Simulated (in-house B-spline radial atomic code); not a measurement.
# Re¹³⁺: excited configurations in jj coupling

Aim: the energies of several excited configurations of Re¹³⁺ above a reference configuration, each from its own self-consistent run.

Method: Dirac-Hartree-Fock, average of configuration, Fermi nucleus, basis-set limit. Code: in-house B-spline radial atomic code version 1.

## 1. The atom as given

| Property | Result |
| --- | --- |
| element | rhenium (Z = 75) |
| charge | +13 |
| electrons | 62 |
| configuration | 1s2 2s2 2p6 3s2 3p6 3d10 4s2 4p6 4d10 4f14 5s2 |
| Hamiltonian | Dirac-Coulomb |
| nucleus | Fermi, rms radius 5.370 fm |

The run's settings:

```ini
Z = 75
electrons = 62.0
configuration = 1s2 2s2 2p6 3s2 3p6 3d10 4s2 4p6 4d10 4f14 5s2
hamiltonian = dirac
method = hf
spin_polarised = False
nucleus = fermi
rms_radius = 5.3698
mass_number = 187
atomic_mass = 186.955752217
speed_of_light = 137.035999084
```

This reference run was done before. Its total energy is -16653.761315 hartree, and its levels are (the highest eight at most):

| orbital | occupation | energy (eV) | <r> (bohr) |
| --- | --- | --- | --- |
| 4s1/2 | 2 | -896.16 | 0.4403 |
| 4p1/2 | 2 | -788.58 | 0.4459 |
| 4p3/2 | 4 | -713.48 | 0.4769 |
| 4d3/2 | 4 | -537.94 | 0.4899 |
| 4d5/2 | 6 | -523.82 | 0.5007 |
| 5s1/2 | 2 | -310.69 | 0.9604 |
| 4f5/2 | 6 | -299.27 | 0.5406 |
| 4f7/2 | 8 | -296.56 | 0.5471 |

## 2. 1s2 2s2 2p6 3s2 3p6 3d10 4s2 4p6 4d-4 4d+5 4f14 5s2 5g+1

In configurations, a minus sign after the shell means j = l − 1/2 and a plus sign j = l + 1/2; the count of electrons follows.

The run's settings:

```ini
Z = 75
electrons = 62.0
configuration = 1s2 2s2 2p6 3s2 3p6 3d10 4s2 4p6 4d-4 4d+5 4f14 5s2 5g+1
hamiltonian = dirac
method = hf
spin_polarised = False
nucleus = fermi
rms_radius = 5.3698
mass_number = 187
atomic_mass = 186.955752217
speed_of_light = 137.035999084
```

## 3. Configuration 1s2 2s2 2p6 3s2 3p6 3d10 4s2 4p6 4d10 4f-6 4f+7 5s2 9p-1

The settings differ from step 2 so:

```diff
@@ -2,3 +2,3 @@
 electrons = 62.0
-configuration = 1s2 2s2 2p6 3s2 3p6 3d10 4s2 4p6 4d-4 4d+5 4f14 5s2 5g+1
+configuration = 1s2 2s2 2p6 3s2 3p6 3d10 4s2 4p6 4d10 4f-6 4f+7 5s2 9p-1
 hamiltonian = dirac
```

## 4. Run with 1s2 2s2 2p6 3s2 3p6 3d10 4s2 4p6 4d-4 4d+5 4f14 5s2 8s1

The settings differ from step 3 so:

```diff
@@ -2,3 +2,3 @@
 electrons = 62.0
-configuration = 1s2 2s2 2p6 3s2 3p6 3d10 4s2 4p6 4d10 4f-6 4f+7 5s2 9p-1
+configuration = 1s2 2s2 2p6 3s2 3p6 3d10 4s2 4p6 4d-4 4d+5 4f14 5s2 8s1
 hamiltonian = dirac
```

## 5. Configuration 1s2 2s2 2p6 3s2 3p6 3d10 4s2 4p6 4d10 4f-5 4f+8 5s2 8s1

The settings differ from step 4 so:

```diff
@@ -2,3 +2,3 @@
 electrons = 62.0
-configuration = 1s2 2s2 2p6 3s2 3p6 3d10 4s2 4p6 4d-4 4d+5 4f14 5s2 8s1
+configuration = 1s2 2s2 2p6 3s2 3p6 3d10 4s2 4p6 4d10 4f-5 4f+8 5s2 8s1
 hamiltonian = dirac
```

## 6. Run with 1s2 2s2 2p6 3s2 3p6 3d10 4s2 4p6 4d10 4f-6 4f+7 5s2 9g+1

The settings differ from step 5 so:

```diff
@@ -2,3 +2,3 @@
 electrons = 62.0
-configuration = 1s2 2s2 2p6 3s2 3p6 3d10 4s2 4p6 4d10 4f-5 4f+8 5s2 8s1
+configuration = 1s2 2s2 2p6 3s2 3p6 3d10 4s2 4p6 4d10 4f-6 4f+7 5s2 9g+1
 hamiltonian = dirac
```

**Question.** How far above the reference does each configuration lie (order and size, in eV)?

The runs gave:

| net move | configuration | energy above the reference (eV) | with Breit, QED, recoil (eV) | largest <r> (bohr) |
| --- | --- | --- | --- | --- |
| 4f5/2 → 8s | 1s2 2s2 2p6 3s2 3p6 3d10 4s2 4p6 4d10 4f-5 4f+8 5s2 8s1 | 220.29 | 220.39 | 3.87 |
| 4f7/2 → 9p1/2 | 1s2 2s2 2p6 3s2 3p6 3d10 4s2 4p6 4d10 4f-6 4f+7 5s2 9p-1 | 240.42 | 240.59 | 5.49 |
| 4f7/2 → 9g9/2 | 1s2 2s2 2p6 3s2 3p6 3d10 4s2 4p6 4d10 4f-6 4f+7 5s2 9g+1 | 258.30 | 258.44 | 7.73 |
| 4d5/2 → 5g9/2 | 1s2 2s2 2p6 3s2 3p6 3d10 4s2 4p6 4d-4 4d+5 4f14 5s2 5g+1 | 409.64 | 409.36 | 1.86 |
| 4d5/2 → 8s | 1s2 2s2 2p6 3s2 3p6 3d10 4s2 4p6 4d-4 4d+5 4f14 5s2 8s1 | 444.37 | 444.15 | 3.87 |

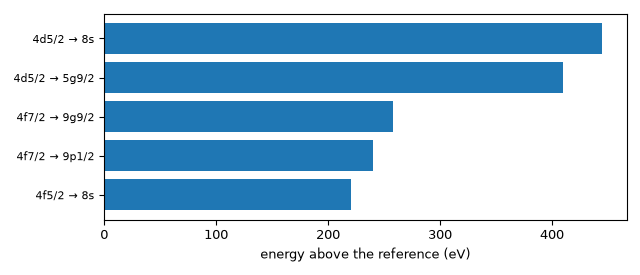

Energy of each configuration above the reference.

At the bottom stands 4f5/2 → 8s (220.29 eV), at the top 4d5/2 → 8s (444.37 eV). Koopmans' estimate of the ionisation threshold is 296.56 eV; 2 configurations exceed it by over 2 % and could autoionise. These are averages over configurations, without correlation, not spectroscopic levels.
